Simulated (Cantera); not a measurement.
Input: 1 mol SiH₂Cl₂, 48 mol N₂, 29 mol H₂, 46 mol NH₃, held at 1.00 bar.

Equilibrium computed with Cantera from the NASA thermochemical tables; the gas is ideal and each condensed phase is pure. Candidate condensed phases: NH₄Cl, Si, Si₃N₄; 28 gas species. The tables' values for SiCl, SiN are old estimates; treat these amounts as uncertain. Gases not in the tables: Si₂H₆ and higher silanes. Equilibrium is a limit: real reactors are often held back by kinetics, nucleation or transport.

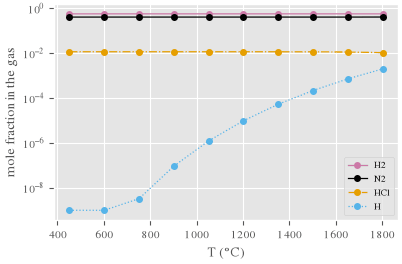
Figure. Equilibrium gas composition (values under 1e-9 drawn at 1e-9)

Problem. Read off the mole fractions at 452 °C.

Solution. H₂ about 0.57, N₂ about 0.41, HCl about 0.012.
